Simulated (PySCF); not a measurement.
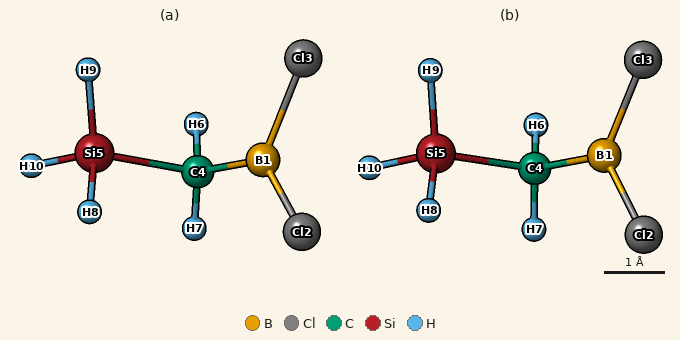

The structure of CH$_{5}$BCl$_{2}$Si before (left) and after (right) a relaxation, at one scale.

A ball-and-stick model, seen face on.

The start comes from GFN2-xTB. Its atoms were then displaced at random by about 0.03 Å.

These are results of PBE0-D3(BJ)/def2-SVP geometry optimisation, gas phase in PySCF 2.14.0, density-fitted response routines, not measurements. 

**Describe what moved and what it gained.**

C4 moves most after the best rigid fit: 0.089 Å. By element the largest moves are C 0.089 Å, B 0.078 Å, H 0.072 Å, Cl 0.066 Å, Si 0.031 Å. Near-neighbour distances that change, for instance: B1–Cl2 1.651 → 1.757 Å, B1–Cl3 1.847 → 1.757 Å, C4–H6 1.185 → 1.101 Å, B1–C4 1.464 → 1.545 Å. Among the angles between lasting bonds that change: Si5–C4–H6 100.6° → 106.2°, C4–Si5–H8 105.1° → 110.0°, B1–C4–H7 116.1° → 112.0°. The energy falls by 50.7 kJ/mol in 5 geometry steps. The run took 58 s on 1 thread of Intel(R) Xeon(R) Processor @ 2.50GHz, with other jobs on the host.
